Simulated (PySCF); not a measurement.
# BHSeCl2 (SMILES ClB(Cl)[SeH]) at 6 levels

Aim: a comparison of 6 runs (TPSSh/def2-SVP, TPSSh/ma-def2-SVP, TPSSh/def2-SVPD, TPSSh/def2-TZVP, TPSSh/ma-def2-TZVP, TPSSh/def2-TZVPD) of BHSeCl2. The job is set up through a Python script.

Program for the calculation: PySCF 2.14.0.

## 1. The molecule

BHSeCl2 has 5 atoms, charge 0, and is taken as a singlet. SMILES: `ClB(Cl)[SeH]`. Geometry: relaxed at PBE0-D4/def2-TZVP.

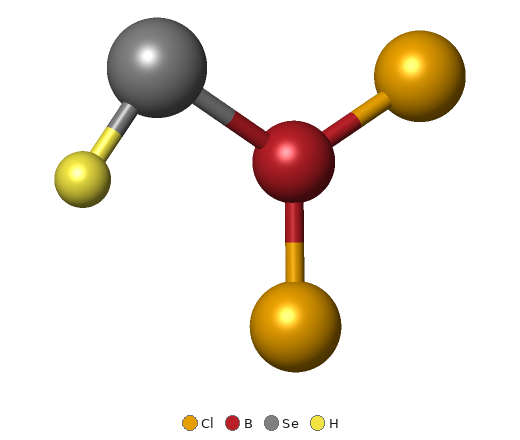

The structure, seen from a chosen angle (chlorine amber, boron red, selenium grey, hydrogen yellow).

## 2. The energy at TPSSh/def2-SVP (run 1)

File start.xyz:

```xyz
5
BCl2HSe
Cl     0.365300     0.131400     1.782000
B      0.312300    -0.421300     0.129200
Cl     1.157600    -1.879500    -0.325000
Se    -0.651400     0.512100    -1.253700
H     -1.134100     1.583700    -0.373900
```

File job.py:

```python
from pyscf import gto, dft

molecule = gto.M(
    atom='start.xyz',
    spin=0,
    verbose=3,
    charge=0,
    basis='def2-svp',
    max_memory=1860,
)

calc0 = dft.RKS(molecule, xc='tpssh')
calc0.conv_tol = 1e-10
calc0.grids.level = 4
calc0.kernel()
if not calc0.converged:
    calc0 = calc0.newton().run(calc0.mo_coeff, calc0.mo_occ)

e_final = calc0.e_tot
print('E = %.10f Eh' % e_final)
```

On the command line:

```console
$ OMP_NUM_THREADS=1 python job.py
```

Standard output:

```text
converged SCF energy = -3346.88614455388
E = -3346.8861445539 Eh
```

Run time: 21 s. Hardware: 1 thread of Arm Neoverse V1, shared host; peak memory 0.45 GiB.

## 3. A single-point energy at TPSSh/ma-def2-SVP (run 2)

File run.py:

```python
from pyscf import gto, dft

molecule = gto.M(
    atom=[
    ('Cl', (0.365300, 0.131400, 1.782000)),
    ('B', (0.312300, -0.421300, 0.129200)),
    ('Cl', (1.157600, -1.879500, -0.325000)),
    ('Se', (-0.651400, 0.512100, -1.253700)),
    ('H', (-1.134100, 1.583700, -0.373900)),
],
    verbose=4,
    charge=0,
    max_memory=1860,
    basis='ma-def2-svp',
)

mf = dft.RKS(molecule, xc='tpssh')
mf.conv_tol = 1e-10
mf.grids.level = 4
mf.kernel()
if not mf.converged:
    mf = mf.newton().run(mf.mo_coeff, mf.mo_occ)

energy = mf.e_tot
print('Final energy', energy)
```

On the command line:

```console
$ OMP_NUM_THREADS=1 python run.py
```

Standard output:

```text
PySCF version 2.14.0

[INPUT] num. atoms = 5
[INPUT] num. electrons = 74
[INPUT] charge = 0
[INPUT] spin (= nelec alpha-beta = 2S) = 0
[INPUT] symmetry False subgroup None
[INPUT] Mole.unit = angstrom
[INPUT] Symbol           X                Y                Z      unit          X                Y                Z       unit  Magmom
[INPUT]  1 Cl     0.365300000000   0.131400000000   1.782000000000 AA    0.690316953304   0.248310012768   3.367491953975 Bohr   0.0
[INPUT]  2 B      0.312300000000  -0.421300000000   0.129200000000 AA    0.590161468702  -0.796141616279   0.244152615294 Bohr   0.0
[INPUT]  3 Cl     1.157600000000  -1.879500000000  -0.325000000000 AA    2.187546961797  -3.551740251120  -0.614160990484 Bohr   0.0
[INPUT]  4 Se    -0.651400000000   0.512100000000  -1.253700000000 AA   -1.230967597542   0.967728748390  -2.369149642367 Bohr   0.0
[INPUT]  5 H     -1.134100000000   1.583700000000  -0.373900000000 AA   -2.143138397869   2.992759263474  -0.706568597975 Bohr   0.0

nuclear repulsion = 359.693884862818
number of shells = 44
number of NR pGTOs = 190
number of NR cGTOs = 100
basis = ma-def2-svp
ecp = {}

******** <class 'pyscf.dft.rks.RKS'> ********
method = RKS
initial guess = minao
damping factor = 0
level_shift factor = 0
DIIS = <class 'pyscf.scf.diis.CDIIS'>
diis_start_cycle = 1
diis_space = 8
diis_damp = 0
SCF conv_tol = 1e-10
SCF conv_tol_grad = None
SCF max_cycles = 50
direct_scf = True
direct_scf_tol = 1e-13
XC library pyscf.dft.libxc version 7.0.0
    S. Lehtola, C. Steigemann, M. J.T. Oliveira, and M. A.L. Marques.,  SoftwareX 7, 1–5 (2018)
XC functionals = tpssh
radial grids:
    Treutler-Ahlrichs [JCP 102, 346 (1995); DOI:10.1063/1.469408] (M4) radial grids

becke partition: Becke, JCP 88, 2547 (1988); DOI:10.1063/1.454033
pruning grids: <function nwchem_prune>
grids dens level: 4
symmetrized grids: False
atomic radii adjust function: <function treutler_atomic_radii_adjust>
small_rho_cutoff = 0
Set gradient conv threshold to 1e-05
Initial guess from minao.
tot grids = 131384
init E= -3346.38564290393
  HOMO = -0.288762568131375  LUMO = -0.0975855926145948  gap/eV = 5.20219
cycle= 1 E= -3346.8760715136  delta_E= -0.49  |g|= 0.259  |ddm|= 2.63
  HOMO = -0.266167503727196  LUMO = -0.0847971609422986  gap/eV = 4.93534
cycle= 2 E= -3346.8685771613  delta_E= 0.00749  |g|= 0.29  |ddm|= 0.598
  HOMO = -0.264362940743956  LUMO = -0.0662445081769083  gap/eV = 5.39108
cycle= 3 E= -3346.88867519577  delta_E= -0.0201  |g|= 0.0811  |ddm|= 0.432
  HOMO = -0.269039859601457  LUMO = -0.07591071981965  gap/eV = 5.25531
cycle= 4 E= -3346.89044957127  delta_E= -0.00177  |g|= 0.0135  |ddm|= 0.116
  HOMO = -0.270243559525649  LUMO = -0.0747690763479718  gap/eV = 5.31913
cycle= 5 E= -3346.89050144235  delta_E= -5.19e-05  |g|= 0.00506  |ddm|= 0.0288
  HOMO = -0.269481256832102  LUMO = -0.0748471957304755  gap/eV = 5.29626
cycle= 6 E= -3346.89051129286  delta_E= -9.85e-06  |g|= 0.00119  |ddm|= 0.0112
  HOMO = -0.269618153674077  LUMO = -0.074888294107625  gap/eV = 5.29887
cycle= 7 E= -3346.89051165738  delta_E= -3.65e-07  |g|= 0.000164  |ddm|= 0.002
  HOMO = -0.26960699120614  LUMO = -0.0748752326402253  gap/eV = 5.29892
cycle= 8 E= -3346.89051166563  delta_E= -8.25e-09  |g|= 4.72e-05  |ddm|= 0.000318
  HOMO = -0.269611255237885  LUMO = -0.074876705926977  gap/eV = 5.29900
cycle= 9 E= -3346.89051166624  delta_E= -6.03e-10  |g|= 1.24e-05  |ddm|= 8.38e-05
  HOMO = -0.269610810266806  LUMO = -0.07487706498382  gap/eV = 5.29898
cycle= 10 E= -3346.8905116663  delta_E= -5.82e-11  |g|= 2.66e-06  |ddm|= 2.87e-05
  HOMO = -0.269610836034476  LUMO = -0.0748771506677288  gap/eV = 5.29897
Extra cycle  E= -3346.89051166629  delta_E= 5.46e-12  |g|= 2.84e-06  |ddm|= 1.05e-05
converged SCF energy = -3346.89051166629
Final energy -3346.8905116662904
```

Run time: 26 s. Hardware: 1 thread of Arm Neoverse V1, shared host; peak memory 0.52 GiB.

Runs 3 to 4 aren't shown in full; the table further down has their settings and results.

## 4. The energy at TPSSh/ma-def2-TZVP (run 5)

File geometry.xyz:

```xyz
5

Cl     0.365300     0.131400     1.782000
B      0.312300    -0.421300     0.129200
Cl     1.157600    -1.879500    -0.325000
Se    -0.651400     0.512100    -1.253700
H     -1.134100     1.583700    -0.373900
```

File input.py:

```python
from pyscf import gto, dft

system = gto.M(
    atom='geometry.xyz',
    basis='ma-def2-tzvp',
    verbose=3,
    max_memory=1860,
)

myscf = dft.RKS(system)
myscf.xc = 'tpssh'
myscf.grids.level = 4
myscf.conv_tol = 1e-10
myscf.kernel()
if not myscf.converged:
    myscf = myscf.newton().run(myscf.mo_coeff, myscf.mo_occ)

energy = myscf.e_tot
print(f'total energy: {energy:.8f} hartree')
```

On the command line:

```console
$ OMP_NUM_THREADS=1 python input.py
```

Standard output:

```text
converged SCF energy = -3347.51420691806
total energy: -3347.51420692 hartree
```

It took 77 s on 1 thread of Arm Neoverse V1, shared host; peak memory 1.5 GiB.

## 5. A single-point energy at TPSSh/def2-TZVPD (run 6)

File run.py:

```python
from pyscf import gto, dft

mol = gto.M(
    atom='''
Cl       0.365300       0.131400       1.782000
B        0.312300      -0.421300       0.129200
Cl       1.157600      -1.879500      -0.325000
Se      -0.651400       0.512100      -1.253700
H       -1.134100       1.583700      -0.373900
''',
    verbose=3,
    max_memory=1860,
    basis='def2-tzvpd',
)

mf = dft.RKS(mol)
mf.xc = 'tpssh'
mf.conv_tol = 1e-10
mf.grids.level = 4
mf.kernel()
if not mf.converged:
    mf = mf.newton().run(mf.mo_coeff, mf.mo_occ)

e_final = mf.e_tot
print('E = %.10f Eh' % e_final)
```

On the command line:

```console
$ OMP_NUM_THREADS=1 python run.py
```

Standard output:

```text
converged SCF energy = -3347.51481045948
E = -3347.5148104595 Eh
```

It took 95 s on 1 thread of Arm Neoverse V1, shared host; peak memory 1.8 GiB.

## 6. The series

```tsv
run	level	energy (Eh)	dipole moment (D)	HOMO energy (eV)	LUMO energy (eV)	wall time
1	TPSSh/def2-SVP	-3346.886145	1.03	-7.13	-1.61	21 s
2	TPSSh/ma-def2-SVP	-3346.890512	1.29	-7.34	-2.04	26 s
3	TPSSh/def2-SVPD	-3346.900314	1.14	-7.30	-2.01	36 s
4	TPSSh/def2-TZVP	-3347.513365	1.03	-7.23	-1.87	63 s
5	TPSSh/ma-def2-TZVP	-3347.514207	1.08	-7.26	-1.96	77 s
6	TPSSh/def2-TZVPD	-3347.514810	1.05	-7.26	-1.96	95 s
```

Convergence of the total energy of singlet BHSeCl2 with the basis set, against the last point:

```tsv
basis set	from the last (mEh)	wall time
def2-SVP	+628.666	21 s
ma-def2-SVP	+624.299	26 s
def2-SVPD	+614.496	36 s
def2-TZVP	+1.446	63 s
ma-def2-TZVP	+0.604	77 s
def2-TZVPD	+0.000	95 s
```

Convergence of the dipole moment of singlet BHSeCl2 with the basis set, against the last point:

```tsv
basis set	from the last (D)	wall time
def2-SVP	-0.0152	21 s
ma-def2-SVP	+0.2405	26 s
def2-SVPD	+0.0926	36 s
def2-TZVP	-0.0139	63 s
ma-def2-TZVP	+0.0306	77 s
def2-TZVPD	+0.0000	95 s
```

## 7. Outcome

| quantity | value |
| --- | --- |
| run 6: total energy | -3347.51481 Eh |
| run 6: dipole moment | 1.05 D |
| run 6: HOMO energy | -7.26 eV |
| run 6: LUMO energy | -1.96 eV |
| run 6: HOMO–LUMO gap | 5.30 eV |

For the total energy of singlet BHSeCl2 to stay within 10 mEh of the last point, def2-TZVP is the first point of the series from which all later ones do (63 s against 95 s). For the total energy of singlet BHSeCl2 to stay within 2 mEh of the last point, def2-TZVP is the first point of the series from which all later ones do (63 s against 95 s). For the dipole moment of singlet BHSeCl2 to stay within 0.05 D of the last point, def2-TZVP is the first point of the series from which all later ones do (63 s against 95 s). The dipole moment (its size) runs from 1.03 D (TPSSh/def2-SVP) to 1.29 D (TPSSh/ma-def2-SVP). The HOMO–LUMO gap runs from 5.29 eV (TPSSh/def2-SVPD) to 5.52 eV (TPSSh/def2-SVP). All runs together took 5.3 min, the longest 95 s.
